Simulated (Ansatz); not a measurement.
A computed series for Nb: response to strain

Start from Nb in the bcc (W type) structure (space group Im-3m, No. 229; a = 3.273 Å; relaxed with 0.1 eV smearing). Axes: x, y, z lie along the cube axes.

Strains are applied to the cell and any free atomic positions relax.

Calculations: PBEsol/PAW in Ansatz (a quantum-chemistry and plane-wave program), scalar-relativistic without spin-orbit coupling.

Notes on the quantities. pressure: mean of the normal stresses, compression positive.

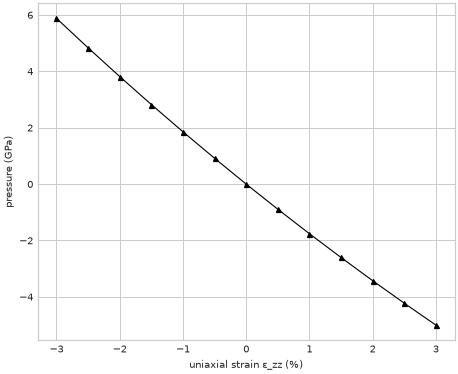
Figure: Pressure against uniaxial strain ε_zz

Task: From the plot, what is the pressure for uniaxial strain ε_zz = +3.00 %?

Result: About -5.0 GPa.

Task: Is the trend monotonic over the range shown?

Result: Yes, it falls throughout, spanning -5.0 GPa to 5.9 GPa.

Stability against distortions was not tested. All final runs are without spin polarisation.
